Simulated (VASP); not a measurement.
# MnPt with LDA: from relaxation to properties, part 7 of 7

Aim: relax MnPt, then compute properties on the relaxed cell. The start is a cell from a database of measured crystal structures.

VASP 6.6.1, plane waves and PAW; the level of theory is named at each step.

Still holding for the runs below: The magnetic order is the lowest of the few collinear ones that converged above; longer or canted patterns were not tried. The cell is doubled for it, so bands and modes from the zone boundary of the chemical cell fold onto Γ and the labels are those of the larger cell. Spin-orbit coupling is off here; with elements this heavy it splits and shifts levels by tenths of an eV or more.

So far. Step 11 (Total and projected DOS (LDA)): The finer mesh and the other smearing move the Fermi level by -0.01 eV from the 10×10×7 run, a small shift, which tests the Fermi level alone. Of the states within 0.3 eV of the Fermi level, the largest shares in the PAW spheres are Mn d 71 % and Pt d 15 %. The rest lies in smaller channels or between the spheres. The relaxed cell has a = 2.706, c = 3.665 Å (conventional setting).

### Step 13. Independent-particle dielectric function (LDA)

Level of this step: LDA, spin-polarised from an antiferromagnetic start; plane waves and PAW (Mn_pv, Pt) (VASP).

LOPTICS sums transitions from filled to empty bands. NBANDS is raised for it.

Contents of INCAR:

```
SYSTEM = MnPt
PREC = Accurate
ENCUT = 400
EDIFF = 1E-06
NELM = 100
ISMEAR = 1
SIGMA = 0.2
LREAL = .FALSE.
ALGO = Normal
GGA = CA
NBANDS = 55
ISPIN = 2
MAGMOM = 3.256 -3.256 0 0
LASPH = .TRUE.
LMAXMIX = 4
LORBIT = 11
LWAVE = .FALSE.
LCHARG = .FALSE.
KPAR = 4
LOPTICS = .TRUE.
NEDOS = 1500
CSHIFT = 0.1
```

Contents of POSCAR:

```
MnPt
1.0
    5.4124341025      0.0000000000      0.0000000000
    2.7062170512      2.7062170512      0.0000000000
    0.0000000000      0.0000000000      3.6647727889
Mn Pt
2 2
Direct
    0.0000000000      0.0000000000      0.0000000000
    0.5000000000      0.0000000000      0.0000000000
    0.0000000000      0.5000000000      0.5000000000
    0.5000000000      0.5000000000      0.5000000000
```

Contents of KPOINTS:

```
Automatic mesh
0
Gamma
14 14 11
0 0 0
```

The projector-augmented-wave data sets are Mn_pv and Pt (LDA family, release 64).

The run is started by

```console
mpirun -np 4 vasp_std
```

The log of the run:

```text
[... set-up lines as in an earlier step ...]
 entering main loop
       N       E                     dE             d eps       ncg     rms          rms(c)
DAV:   1     0.416642387035E+03    0.41664E+03   -0.17341E+04 48400   0.833E+02
DAV:   2    -0.111344380727E+02   -0.42778E+03   -0.39304E+03 47679   0.270E+02
DAV:   3    -0.393781390881E+02   -0.28244E+02   -0.27180E+02 54637   0.774E+01
DAV:   4    -0.397031073780E+02   -0.32497E+00   -0.32455E+00 54498   0.822E+00
DAV:   5    -0.397070070755E+02   -0.38997E-02   -0.38993E-02 59431   0.878E-01    0.256E+01
DAV:   6    -0.401241376677E+02   -0.41713E+00   -0.12437E+01 55816   0.334E+01    0.264E+01
DAV:   7    -0.366779888262E+02    0.34461E+01   -0.13548E+01 55115   0.325E+01    0.122E+01
DAV:   8    -0.361700535348E+02    0.50794E+00   -0.87427E-01 57968   0.691E+00    0.589E+00
DAV:   9    -0.361831870269E+02   -0.13133E-01   -0.14696E-01 55914   0.273E+00    0.313E+00
DAV:  10    -0.361713224666E+02    0.11865E-01   -0.39919E-02 57065   0.151E+00    0.159E+00
DAV:  11    -0.361751948174E+02   -0.38724E-02   -0.11857E-02 54093   0.663E-01    0.520E-01
DAV:  12    -0.361755383385E+02   -0.34352E-03   -0.63412E-04 55571   0.133E-01    0.259E-01
DAV:  13    -0.361756445411E+02   -0.10620E-03   -0.17283E-04 56324   0.134E-01    0.990E-02
DAV:  14    -0.361756630881E+02   -0.18547E-04   -0.92145E-05 58838   0.624E-02    0.142E-02
DAV:  15    -0.361756655386E+02   -0.24505E-05   -0.14266E-05 55500   0.175E-02    0.691E-03
DAV:  16    -0.361756655607E+02   -0.22051E-07   -0.24055E-07 31756   0.510E-03
   1 F= -.36175666E+02 E0= -.36181275E+02  d E =0.168280E-01  mag=     0.0000
 optical routines
 imaginary and real dielectric function
 recalculating local potential from charge density
 direction            1
 direction            2
 direction            3
```

It took 1.9 min on 4 MPI ranks of Intel Xeon 6975P-C (Granite Rapids), shared host; peak memory 5.5 GiB.

Parts of OUTCAR (step 13):

```text
   k-points           NKPTS =    216   k-points in BZ     NKDIM =    216   number of bands    NBANDS=     55

   NELECT =      46.0000    total number of electrons

 E-fermi :  11.1547

 spin component 1
 k-point     1 :       0.0000    0.0000    0.0000
  band No.  band energies     occupation
    ...
     17       9.4317      1.00000
     18       9.7292      1.00000
     19      10.5780      1.00018
     20      10.9420      1.03052
     21      10.9420      1.03052
     22      11.4006     -0.03545
     23      12.2784     -0.00000
     24      12.3666     -0.00000
     25      12.4103     -0.00000
     26      12.4103     -0.00000
    ...

 k-point     2 :       0.0714    0.0000    0.0000
  band No.  band energies     occupation
    ...
     18       9.7208      1.00000
     19      10.5186      1.00003
     20      10.7394      1.00620
     21      10.9417      1.03061
     22      10.9467      1.02877
     23      12.0239     -0.00000
     24      12.0627     -0.00000
     25      12.3975     -0.00000
     26      12.4197     -0.00000
     27      12.7088     -0.00000
    ...

  Total       -0.0034671     -0.0034671      0.0126376      0.0000000      0.0000000     -0.0000000
  in kB       -0.1034839     -0.1034839      0.3772022      0.0000000      0.0000000     -0.0000000
  external PRESSURE =       0.0567448 kB  Pullay stress =       0.0000000 kB

 POSITION                                       TOTAL-FORCE (eV/Angst)
 -----------------------------------------------------------------------------------
      0.00000      0.00000      0.00000        -0.000000     -0.000000     -0.000000
      2.70622      0.00000      0.00000        -0.000000     -0.000000      0.000000
      1.35311      1.35311      1.83239         0.000000      0.000000     -0.000000
      4.05933      1.35311      1.83239        -0.000000     -0.000000     -0.000000
 -----------------------------------------------------------------------------------
    total drift:                                0.000000      0.000000     -0.000000

  FREE ENERGIE OF THE ION-ELECTRON SYSTEM (eV)
  ---------------------------------------------------
  free  energy   TOTEN  =       -36.1756655607 eV

  energy  without entropy=      -36.1924935949  energy(sigma->0) =      -36.18127491

 plasma frequency squared (from intraband transitions) (eV^2)
  --------------------------------------------------------------------------------------
      11.343      -0.000      -0.000
      -0.000      11.343      -0.000
       0.000       0.000       7.280

[... 8 parts as in an earlier step ...]

[... 9 further parts left out ...]
```

These are independent-particle spectra without excitons or local fields, and fine structure depends on the mesh and on CSHIFT. The intraband (Drude) part is not in this spectrum.

This step gave:

```
bands    : 55
pressure : 0.005674 GPa
```

The imaginary dielectric function has structure finer than the step of the table below, so its rows give means over 2 eV, whole bins alone (the curve runs from 0 to 24.9 eV). Peaks (eV: height): xx 0.9: 39.1, 2.3: 51.1; zz 1.7: 50.4.

Table of imaginary dielectric function by photon energy; means over each step:

```
photon energy (eV)    xx    zz
                 2  39.4  38.7
                 4  12.4  12.2
                 6  5.45  5.55
                 8  3.75  3.84
                10  3.01  3.12
                12  2.53  2.50
                14  2.34  2.31
                16  2.08  2.18
                18  2.19  2.31
                20  2.59  2.31
                22  1.57  1.69
```

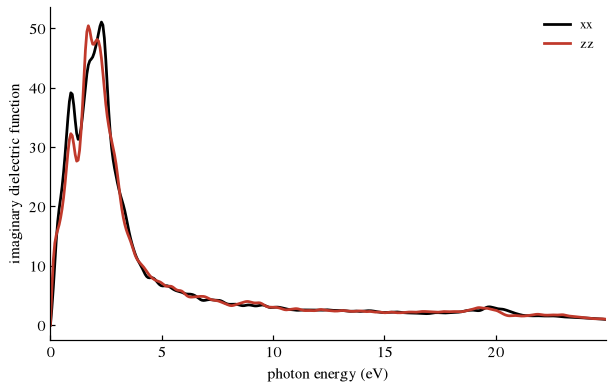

Imaginary dielectric function, plotted against photon energy.

The real dielectric function by photon energy:

```
photon energy (eV)      xx      zz
               0.0    65.7    67.6
               2.5   -9.99   -6.19
               5.0   -3.73   -3.65
               7.5   -1.11   -1.17
              10.0  -0.208  -0.411
              12.5   0.232   0.186
              15.0   0.323   0.402
              17.5   0.538   0.542
              20.0  -0.335  -0.702
              22.5  -0.404  -0.241
```

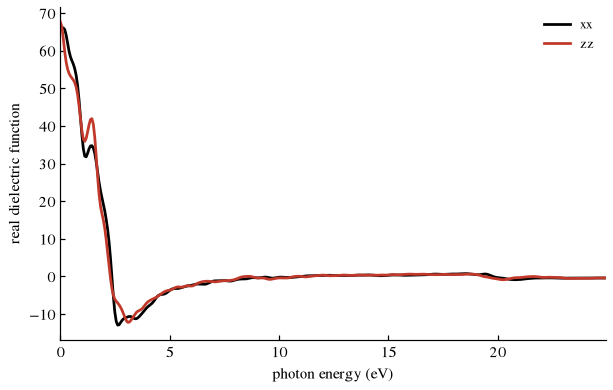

Real dielectric function against photon energy.

### Step 14. A single point (LDA), changed input

A single point gives energy, forces and stress at these settings. Some settings are moved from the usual, to see what they do.

Contents of INCAR:

```
SYSTEM = MnPt
PREC = Accurate
ENCUT = 600
EDIFF = 1E-04
NELM = 100
ISMEAR = -4
SIGMA = 0.005
LREAL = .FALSE.
ALGO = Normal
GGA = CA
NBANDS = 31
ISPIN = 2
MAGMOM = 3.256 -3.256 0 0
LASPH = .TRUE.
LMAXMIX = 4
LORBIT = 11
LWAVE = .FALSE.
LCHARG = .FALSE.
KPAR = 4
ISIF = 2
```

POSCAR is that of step 13.

Contents of KPOINTS:

```
Automatic mesh
0
Gamma
10 10 7
0 0 0
```

The run is started by

```console
mpirun -np 4 vasp_std
```

The log of the run:

```text
[... set-up lines as in an earlier step ...]
 entering main loop
       N       E                     dE             d eps       ncg     rms          rms(c)
DAV:   1     0.512653961226E+03    0.51265E+03   -0.27091E+04 10488   0.196E+03
DAV:   2    -0.820049967499E+01   -0.52085E+03   -0.49057E+03 10717   0.513E+02
DAV:   3    -0.391083980937E+02   -0.30908E+02   -0.28542E+02 11768   0.130E+02
DAV:   4    -0.396945450851E+02   -0.58615E+00   -0.58402E+00 11453   0.179E+01
DAV:   5    -0.397037270285E+02   -0.91819E-02   -0.91809E-02 11918   0.239E+00    0.257E+01
DAV:   7    -0.366413763603E+02    0.33592E+01   -0.21034E+01 12424   0.594E+01    0.124E+01
DAV:   8    -0.362018509967E+02    0.43953E+00   -0.14978E+00 11222   0.125E+01    0.589E+00
DAV:   9    -0.361716222854E+02    0.30229E-01   -0.33616E-01 12242   0.549E+00    0.284E+00
DAV:  10    -0.361662090514E+02    0.54132E-02   -0.84891E-02 12295   0.282E+00    0.152E+00
DAV:  11    -0.361690239281E+02   -0.28149E-02   -0.12926E-02 11060   0.112E+00    0.426E-01
DAV:  12    -0.361693621441E+02   -0.33822E-03   -0.94116E-04 11712   0.278E-01    0.229E-01
DAV:  13    -0.361692832590E+02    0.78885E-04   -0.36791E-04 10014   0.236E-01
   1 F= -.36169283E+02 E0= -.36169283E+02  d E =0.000000E+00  mag=     0.0000
 [... a notice as in an earlier step ...]
```

Wall time 44 s (4 MPI ranks); peak memory 1.4 GiB.

OUTCAR, selected parts (step 14):

```text
   ENCUT  =  600.0 eV  44.10 Ry    6.64 a.u.  10.81  7.64  7.32*2*pi/ulx,y,z

   NELECT =      46.0000    total number of electrons

 E-fermi :  11.1782

 spin component 1
 k-point     1 :       0.0000    0.0000    0.0000
  band No.  band energies     occupation
    ...
     18       9.7306      1.00000
     19      10.5812      1.00000
     20      10.9410      1.00000
     21      10.9410      1.00000
     22      11.3957      0.52253
     23      12.2767      0.00038
     24      12.3595      0.00000
     25      12.4108      0.00000
     26      12.4108      0.00000
     27      12.4114      0.00000
    ...

 k-point     2 :       0.1000    0.0000    0.0000
  band No.  band energies     occupation
    ...
     18       9.7174      1.00000
     19      10.4656      1.00000
     20      10.5685      1.00000
     21      10.6451      1.00000
     22      10.9404      0.96304
     23      11.7607      0.12865
     24      11.9987      0.00000
     25      12.3617      0.00000
     26      12.3853      0.00000
     27      12.5574      0.00000
    ...

  Total        0.0829052      0.0829052      0.0620723     -0.0000000     -0.0000000      0.0000000
  in kB        2.4745159      2.4745159      1.8527042     -0.0000000     -0.0000000      0.0000000
  external PRESSURE =       2.2672454 kB  Pullay stress =       0.0000000 kB

 POSITION                                       TOTAL-FORCE (eV/Angst)
 -----------------------------------------------------------------------------------
      0.00000      0.00000      0.00000         0.000000      0.000000     -0.000000
      2.70622      0.00000      0.00000        -0.000000     -0.000000     -0.000000
      1.35311      1.35311      1.83239         0.000000      0.000000      0.000000
      4.05933      1.35311      1.83239        -0.000000      0.000000     -0.000000
 -----------------------------------------------------------------------------------
    total drift:                                0.000000      0.000000      0.000000

  FREE ENERGIE OF THE ION-ELECTRON SYSTEM (eV)
  ---------------------------------------------------
  free  energy   TOTEN  =       -36.1692832590 eV

  energy  without entropy=      -36.1692832590  energy(sigma->0) =      -36.16928326

 magnetization (x)
# of ion       s       p       d       tot
------------------------------------------
    1        0.021   0.045   3.181   3.247
    2       -0.021  -0.045  -3.181  -3.247
    3        0.000   0.000   0.000   0.000
    4        0.000   0.000   0.000   0.000
--------------------------------------------------
tot          0.000   0.000   0.000   0.000

[... 5 parts as in an earlier step ...]

[... 11 further parts left out ...]
```

The run converged; its settings lie outside those of the reference runs, so its numbers are set aside.

Against the sound run on this cell (band structure (LDA)) the energy at zero smearing moves by +3.5 meV an atom and the pressure by +0.21 GPa.

Settings moved from the usual: ISMEAR = -4, SIGMA = 0.005, EDIFF = 0.0001 and ENCUT = 600.

### Step 15. Outcome

| Quantity | Value |
| --- | --- |
| relaxed volume | 13.42 Å³/atom |
| relaxed conventional cell a, b, c | 2.706, 2.706, 3.665 Å |
| space group after relaxing, within 0.02 Å | P4/mmm (No. 123) |
| moment of the cell (14×14×11 mesh) | 0 μB |
| largest site moment (14×14×11 mesh) | 3.25 μB on Mn1 |
| band gap | none, a metal |
| DOS at the Fermi level, cell of 4 atoms | 0.664 states/eV/cell |
| highest zone-centre mode | 226 cm⁻¹ |

**Reading.** With LDA, MnPt relaxes to 13.42 Å³/atom in space group P4/mmm, comes out as a metal and keeps moments of up to 3.25 μB (14×14×11 mesh). Against the listed cell the volume lies -8.4 % (a -4.4 %, c +0.1 %). Band structure (LDA): Of the bands kept, 4 cross the Fermi level on this path. Vibrations at Γ (LDA): The highest mode in this list at Γ, 225.9 cm⁻¹, is mostly motion of Mn (100 % of the kinetic energy). Spin-orbit coupling is left out, and with elements this heavy it would split and shift bands near the Fermi level. Only a few collinear orders were tried, on the cell as listed. Modes at Γ alone can't show that the crystal is stable at other wave vectors. No search among competing phases was made, and a listed structure need not be the one stable at ambient conditions. All values are for a static lattice at zero temperature.

[Lines on the potential files, build, host, timing and source positions are cut from VASP's logs without a mark.]

[Logs are printed without paths, hosts, clocks, repeated set-up lines and the standing remarks that a program may print on its own settings, such as how far it seeks lower states.]

[Hosts, paths, dates, database ids (printed as entryN), source tags and the programs' standing remarks are cut or masked in the printed files.]

[A measured line is paired with the nearest computed mode of its activity, which favours agreement.]
